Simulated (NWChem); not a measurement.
# One shape, several levels: [NH2]− (SMILES [NH2-])

We compute a comparison of 4 runs (HF/STO-3G, HF/3-21G, B3LYP/6-31G*) of [NH2]−. 

The results are computed with NWChem 7.3.0.

2 further runs of the same task are left out: 1 that didn't finish, 1 set aside as unsound or not needed.

### Step 1. The molecule

[NH2]− has 3 atoms, charge -1, and is taken as a singlet. As SMILES, `[NH2-]`. The coordinates come from a PBE0-D4/def2-TZVPD relaxation.

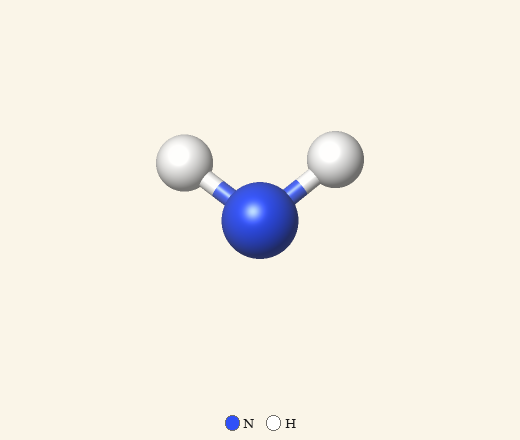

The structure, seen from a chosen angle (nitrogen blue, hydrogen white).

### Step 2. Energy and gradient at HF/STO-3G (run 1)

File h2n.nw:

```
start h2n
memory 2200 mb
charge -1

geometry units angstrom noautosym nocenter noautoz
  N      0.342200    -0.203000     0.168700
  H      0.125500     0.801200     0.156000
  H     -0.467700    -0.598200    -0.324700
end

basis spherical bse
  N library STO-3G
  H library STO-3G
end

scf
  thresh 1e-08
  maxiter 80
  noprint "final vectors analysis"
end

task scf gradient
```

Started as:

```
$ nwchem h2n.nw > h2n.out
```

The program printed:

```text
[...]
  functions       =     7
[...]
  wavefunction    = RHF
[...]
         Total SCF energy =    -54.577917899336
      One-electron energy =    -94.392742505085
      Two-electron energy =     32.271971643405
 Nuclear repulsion energy =      7.542852962344
        Time for solution =      0.0s
[...]
                         RHF ENERGY GRADIENTS
    atom               coordinates                        gradient
                 x          y          z           x          y          z
   1 N       0.646664  -0.383614   0.318797   -0.060880   0.036127  -0.030012
   2 H       0.237161   1.514048   0.294797    0.023191  -0.035174   0.009131
   3 H      -0.883825  -1.130434  -0.613594    0.037689  -0.000953   0.020881
[...]
```

Run time: 0.81 s. Hardware: 1 thread of Intel Xeon Platinum 8488C (Sapphire Rapids), shared host; peak memory 0.099 GiB.

### Step 3. Energy and gradient at HF/3-21G (run 2)

File work.nw:

```
start work
title "H2N"
memory 2200 mb
charge -1
geometry units angstroms noautosym nocenter noautoz
  N        0.342200      -0.203000       0.168700
  H        0.125500       0.801200       0.156000
  H       -0.467700      -0.598200      -0.324700
end
basis "ao basis" spherical bse
  * library 3-21G
end
scf
  thresh 1e-08
  maxiter 80
end
task scf gradient
```

Started as:

```
$ nwchem work.nw > work.out
```

The program printed:

```text
[...]
  functions       =    13
[...]
  wavefunction    = RHF
[...]
         Total SCF energy =    -55.134104256048
      One-electron energy =    -93.621062239128
      Two-electron energy =     30.944105020736
 Nuclear repulsion energy =      7.542852962344
        Time for solution =      0.1s
[...]
                         RHF ENERGY GRADIENTS
    atom               coordinates                        gradient
                 x          y          z           x          y          z
   1 N       0.646664  -0.383614   0.318797   -0.027914   0.016568  -0.013760
   2 H       0.237161   1.514048   0.294797    0.008516  -0.021126   0.002471
   3 H      -0.883825  -1.130434  -0.613594    0.019398   0.004558   0.011290
[...]
```

Run time: 0.79 s. Hardware: 1 thread of Intel Xeon Platinum 8488C (Sapphire Rapids), shared host; peak memory 0.099 GiB.

Run 3 isn't shown in full; the table further down has it.

### Step 4. Energy and gradient at B3LYP/6-31G(d) (Cartesian functions) (run 4)

File work.nw:

```
START work
TITLE "H2N gradient"
memory total 2200 mb
charge -1

GEOMETRY units angstrom noautosym nocenter noautoz
N     0.342200   -0.203000    0.168700
H     0.125500    0.801200    0.156000
H    -0.467700   -0.598200   -0.324700
END

BASIS "ao basis"
* library 6-31G*
END

DFT
xc b3lyp
grid xfine
convergence energy 1e-08
iterations 100
mulliken
END

TASK dft gradient
```

Started as:

```
$ nwchem work.nw > work.out
```

The program printed:

```text
[...]
          Wavefunction type:  closed shell.
          No. of atoms     :     3
          No. of electrons :    10
[...]
          Charge           :    -1
          Spin multiplicity:     1
[...]
          AO basis - number of functions:    19
[...]
              XC Information
              --------------
                         B3LYP Method XC Potential
                     Hartree-Fock (Exact) Exchange  0.200
                        Slater Exchange Functional  0.800 local
                    Becke 1988 Exchange Functional  0.720 non-local
              Lee-Yang-Parr Correlation Functional  0.810
                  VWN I RPA Correlation Functional  0.190 local
[...]
 d= 0,ls=0.0,diis     1    -55.7255044434 -6.33D+01  6.48D-02  1.02D+00     0.3
[...]
 d= 0,ls=0.0,diis     7    -55.8397525060 -3.40D-10  4.08D-07  9.65D-11     1.6
         Total DFT energy =      -55.839752506033
      One electron energy =      -93.882865671021
           Coulomb energy =       38.411612507480
    Exchange-Corr. energy =       -7.911352304836
 Nuclear repulsion energy =        7.542852962344
[...]
  wavefunction    = closed shell
                         DFT ENERGY GRADIENTS
    atom               coordinates                        gradient
                 x          y          z           x          y          z
   1 N       0.646664  -0.383614   0.318797   -0.021261   0.012621  -0.010481
   2 H       0.237161   1.514048   0.294797    0.008054  -0.012396   0.003152
   3 H      -0.883825  -1.130434  -0.613594    0.013207  -0.000225   0.007329
[...]
```

Wall time 2.5 s (1 thread of Intel Xeon Platinum 8488C (Sapphire Rapids), shared host); peak memory 0.11 GiB.

### Step 5. All runs side by side

```csv
run,level,iteration cap,module,energy (Eh),largest force (eV/Å),wall time
1,HF/STO-3G,80,scf,-54.577918,3.954,0.81 s
2,HF/3-21G,80,scf,-55.134104,1.813,0.79 s
3,B3LYP/6-31G* (spherical functions),100,dft,-55.836864,1.308,2.7 s
4,B3LYP/6-31G* (Cartesian functions),100,dft,-55.839753,1.381,2.5 s
```

### Step 6. Results

| quantity | value |
| --- | --- |
| run 4: total energy | -55.83975 Eh |
| run 4: HOMO energy | 4.52 eV |
| run 4: LUMO energy | 10.44 eV |
| run 4: HOMO–LUMO gap (to an unbound level, set by the basis) | 5.91 eV |
| run 4: largest force on an atom | 1.381 eV/Å |

Over runs 2, 3, 4 the HOMO–LUMO gap runs from 5.91 eV (B3LYP/6-31G*) to 15.42 eV (HF/3-21G). The two ends differ in method and basis. The empty levels of an anion lie above zero and hang on the basis. In runs 2, 3, 4 the HOMO lies above zero, so the outermost electron may be held by the basis alone. In run 1 the basis is minimal, so the values are rough. All runs together took 6.9 s, the longest 2.7 s.
